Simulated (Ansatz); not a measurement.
The calculation's input:

```
crystal:
  periodic: [false, false, false]
  atoms:
    - { symbol: Al, position_ang: [0.0, 0.0, 0.0] }
    - { symbol: Cl, position_ang: [0.0, 0.0, 2.23] }
    - { symbol: H, position_ang: [1.351, 0.0, -0.78] }
    - { symbol: Cl, position_ang: [-1.9312, 0.0, -1.115] }
basis:
  gaussian: { orbitals: def2-SVP }
hamiltonian:
  xc: pbe
  dispersion: d4
relax:
  f_tol: 0.02
  max_steps: 40
output:
  orbitals: {}
```

Command:

```sh
ansatz run input.yaml --threads 1 --pin off --max-ram 2048MiB --backend cpu --events-out ev --progress --plain --runs-dir out
```

The fields are those of the run's last geometry, not of the input's.

All numbers below come from Ansatz, RKS PBE-D4/def2-SVP.

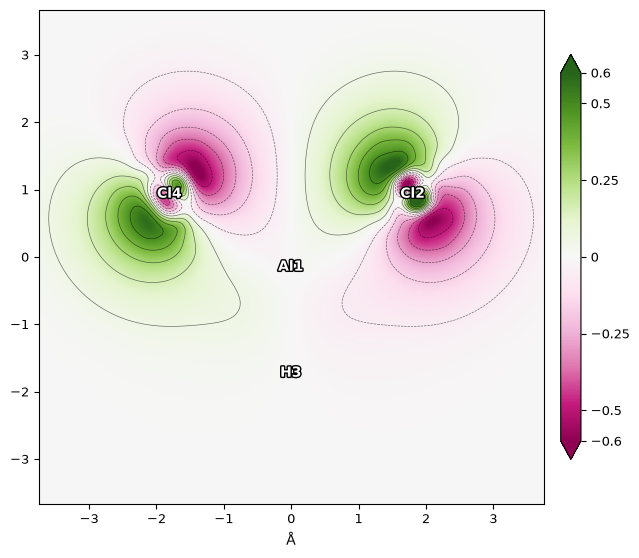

AlCl2H. One frontier orbital on the molecular plane (values in Å⁻³ᐟ²; the overall sign is arbitrary).

### Which orbital is it: HOMO or LUMO?

The HOMO, at −7.74 eV. By Hirshfeld shares it lies mainly on Cl2 (about 45 %) and Cl4 (about 45 %); it is symmetric in the molecular plane (an in-plane orbital: σ, lone-pair or in-plane π type); largely a combination of lone pairs on Cl2 and Cl4.
